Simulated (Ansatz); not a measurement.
**One shape, several levels: OH (SMILES [OH])**

Wanted: a comparison of 6 runs (UHF/cc-pVDZ, U-wB97M-V/3-21G, UBHLYP/cc-pVDZ, UBLYP/cc-pVDZ, UCAM-B3LYP/cc-pVDZ, UCCSD(T)/cc-pVDZ) of OH. 

The results are computed with Ansatz 0.2.0.

60 further runs of the same task are left out: 60 set aside as unsound or not needed.

**1. The structure to begin with**

OH has 2 atoms, charge 0, and is taken as a doublet. As SMILES, `[OH]`. The H2–O1 distance was set to 1.946 Å, away from the relaxed value.

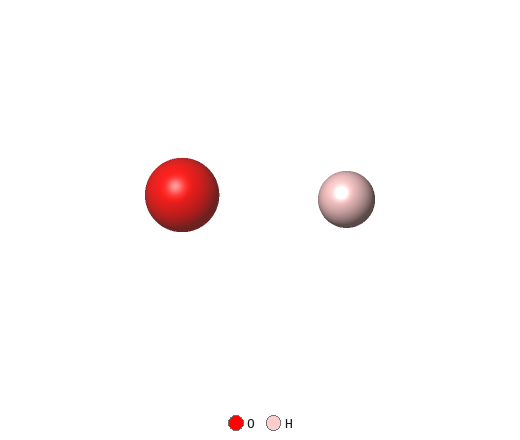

The structure, seen from a chosen angle (oxygen red, hydrogen pink).

**2. The energy at UHF/cc-pVDZ (run 1)**

The input, in.yaml:

```yaml
crystal:
  periodic: [false, false, false]
  atoms:
    - {symbol: O, position_ang: [1.247604, -0.399438, 0.643631]}
    - {symbol: H, position_ang: [-0.415880, 0.133150, -0.214550]}
basis:
  gaussian:
    orbitals: cc-pVDZ
magnetization:
  spin_polarized: true
  initial_magnetization: 1
hamiltonian:
  xc: hf
accuracy: high
```

Launch:

```console
$ ansatz run in.yaml --threads 1 --pin off --max-ram 3480MiB --events-out events.jsonl --progress --plain --runs-dir runs
```

Log:

```text
Warning: RAYON_NUM_THREADS=1 ignored (pool sized by the plan → 1); use --threads N
Functional definition: HF
  name "HF"
  exchange = exact_x
  correlation = 0
295 factors; integrals over basis functions are off by at most 2.6e-9 eV
mean field evaluation 1: about -2043.7925 eV, gradient 1.6e1 eV
mean field evaluation 2: about -2043.7925 eV, gradient 1.6e1 eV
mean field evaluation 4: about -2046.4375 eV, gradient 5.5e0 eV
mean field evaluation 8: about -2045.8637 eV, gradient 3.3e-1 eV
mean field evaluation 16: about -2048.8218 eV, gradient 2.1e-8 eV
mean field evaluation 32: about -2048.6109 eV, gradient 5.1e-1 eV
mean field evaluation 64: about -2047.8239 eV, gradient 2.4e0 eV
mean field evaluation 96: about -2047.8903 eV, gradient 2.7e-1 eV
mean field evaluation 128: about -2045.8636 eV, gradient 9.0e-4 eV
mean field -2048.82182524 eV, -75.2928133364 hartree, gradient 5.3e-8 eV, S^2 1.653064; 7 other end points of the search recorded, 0 dependent functions left out
reference -2048.82182524 eV, -75.2928133364 hartree; 5, 4 occupied and 14, 15 virtual orbitals, 295 factors
Total energy: -2048.82182524 eV, -75.2928133364 hartree
```

It took 0.16 s on 1 thread of Arm Neoverse V1, shared host.

**3. A single-point energy at U-wB97M-V/3-21G (run 2)**

The input, molecule.yaml:

```yaml
crystal:
  periodic: [false, false, false]
  atoms:
    - {symbol: O, position_ang: [1.247604, -0.399438, 0.643631]}
    - {symbol: H, position_ang: [-0.415880, 0.133150, -0.214550]}
basis:
  gaussian:
    orbitals: 3-21G.json
accuracy: high
magnetization:
  spin_polarized: true
  initial_magnetization: 1
hamiltonian:
  xc: {name: wB97M-V}
```

The basis set 3-21G is read from a file made from the Basis Set Exchange's data (not shown).

Launch:

```console
$ ansatz run molecule.yaml --threads 1 --pin off --max-ram 3480MiB --events-out events.jsonl --progress --plain --runs-dir runs
```

Log (excerpt; [...] marks lines left out):

```text
Warning: RAYON_NUM_THREADS=1 ignored (pool sized by the plan → 1); use --threads N
Functional definition: wB97M-V
  name "wB97M-V"
[...]
  gx(w, u) = 1 - cx + cx01*u + cx10*w
  gss(w, u) = css00 + css04*u^4 + css10*w + css20*w^2 + css43*w^4*u^3
  gos(w, u) = cos00 + cos10*w + (cos20 + cos21*u)*w^2 + (cos60 + cos61*u)*w^6
[...]
      + integral(e_c_pw_mod_opposite_spin*gos(b97_w_opposite, b97_u_opposite)) + vv10(b, c)
147 factors; integrals over basis functions are off by at most 5.5e-9 eV
72 factors; integrals over basis functions are off by at most 1.2e-9 eV
[...]
mean field -2044.98330261 eV, -75.1517502313 hartree, gradient 1.6e-8 eV, S^2 1.415073; 2 other end points of the search recorded, 0 dependent functions left out
reference -2044.98330383 eV, -75.1517502762 hartree; 5, 4 occupied and 6, 7 virtual orbitals, 147 factors
Total energy: -2044.98330383 eV, -75.1517502762 hartree
```

Run time: 7.2 s. Hardware: 1 thread of Arm Neoverse V1, shared host; peak memory 0.2 GiB.

Runs 3 to 5 aren't shown in full; the table further down has their settings and results.

**4. A single-point energy at UCCSD(T)/cc-pVDZ (run 6)**

The input, in.yaml:

```yaml
basis:
  gaussian:
    orbitals: cc-pVDZ
crystal:
  periodic: [false, false, false]
  atoms:
    - {symbol: O, position_ang: [1.247604, -0.399438, 0.643631]}
    - {symbol: H, position_ang: [-0.415880, 0.133150, -0.214550]}
magnetization:
  spin_polarized: true
  initial_magnetization: 1
correlation:
  method: ccsd_t
  frozen_orbitals: {H: 0, O: 1}
accuracy: high
scf:
  omitted_lower_state_checks: [cluster_reference, increment]
```

Launch:

```console
$ ansatz run in.yaml --threads 1 --pin off --max-ram 3480MiB --events-out events.jsonl --progress --plain --runs-dir runs
```

Log:

```text
Warning: RAYON_NUM_THREADS=1 ignored (pool sized by the plan → 1); use --threads N
[... 17 lines left out ...]
1 core orbitals not correlated: weight in the atoms' cores, before any rotation towards them, 1.000 or more for the frozen orbitals, at most 0.000 for the correlated occupied ones
[... 34 lines left out ...]
Total energy: -2052.38369331 eV, -75.4237095735 hartree
Checks for a lower state left out: cluster_reference, increment
```

It took 0.5 s on 1 thread of Arm Neoverse V1, shared host.

**5. All runs side by side**

| run | level | frozen core orbitals | energy (Eh) | ⟨S²⟩ | wall time |
| --- | --- | --- | --- | --- | --- |
| 1 | UHF/cc-pVDZ | – | -75.292813 | 1.653 | 0.16 s |
| 2 | U-wB97M-V/3-21G | – | -75.151750 | 1.415 | 7.2 s |
| 3 | UBHLYP/cc-pVDZ | – | -75.565226 | 1.515 | 0.86 s |
| 4 | UBLYP/cc-pVDZ | – | -75.582627 | 1.195 | 1.7 s |
| 5 | UCAM-B3LYP/cc-pVDZ | – | -75.564277 | 1.420 | 1.5 s |
| 6 | UCCSD(T)/cc-pVDZ | 1 | -75.423710 | 1.653 | 0.5 s |

**6. Summary of results**

| quantity | value |
| --- | --- |
| run 6: total energy | -75.42371 Eh |
| run 6: correlation energy (1 core orbital frozen) | -130.9 mEh |
| run 6: (T) correction | -3.32 mEh |
| run 6: ⟨S²⟩ of the reference determinant | 1.653 |
| run 6: T1 diagnostic | 0.045 |

In words: Totals of different functionals can't be ranked against each other. Spin contamination of the reference: run 1 ⟨S²⟩ = 1.65, run 6 ⟨S²⟩ = 1.65, run 3 ⟨S²⟩ = 1.51, run 5 ⟨S²⟩ = 1.42, run 2 ⟨S²⟩ = 1.42, run 4 ⟨S²⟩ = 1.19. Where it is this large, the reference is a mixture of spin states, and values that rest on it are in doubt. All runs together took 12 s, the longest 7.2 s.
